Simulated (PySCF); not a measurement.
C3H6F2Si2 (SMILES C#C[SiH2]C[SiH](F)F)

```xyz
13

C     2.8083   -0.3322    0.8664
C     1.9184    0.3074    0.3717
Si    0.5543    1.3001   -0.3901
C    -1.0947    0.5265    0.1837
Si   -1.3592   -1.2501   -0.3663
F    -2.8702   -1.7089   -0.0830
F    -1.3065   -1.3200   -1.9659
H     3.5859   -0.8941    1.2996
H     0.6833    1.2520   -1.8485
H     0.6367    2.6793    0.1114
H    -1.9137    1.1397   -0.1977
H    -1.1528    0.5847    1.2706
H    -0.4942   -2.2838    0.1466
```

Geometry: GFN2-xTB.

Method: wB97X-D/def2-SVPD, SCF density, gas phase in PySCF.

> Predict the electron density and electron localisation function between the atoms.

C–C (1.20 Å): the density is about 2.7 e/Å³ at the midpoint; the ELF peaks at about 0.85 between the atoms; a multiple bond.
C–Si (1.85 Å): ρ at the midpoint is about 0.93 e/Å³; the ELF peaks at about 0.95 between the atoms, as expected for localised, covalent bonding.
C–H (1.05 Å): ρ at the midpoint is about 2.1 e/Å³; the ELF climbs to about 1 towards the hydrogen, as it does in any bond to H; a covalent bond by its length.
C–Si (1.91 Å): the density is about 0.89 e/Å³ at the midpoint; the ELF peaks at about 0.95 between the atoms: a shared electron pair.

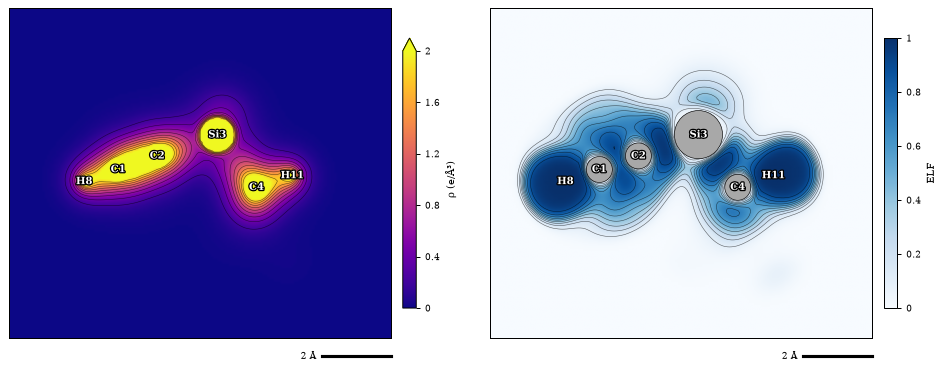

Computed electron density and electron localisation function on the plane of atoms C2, Si3 and C4, in this order. Grey discs cover the atomic cores in the ELF map. 
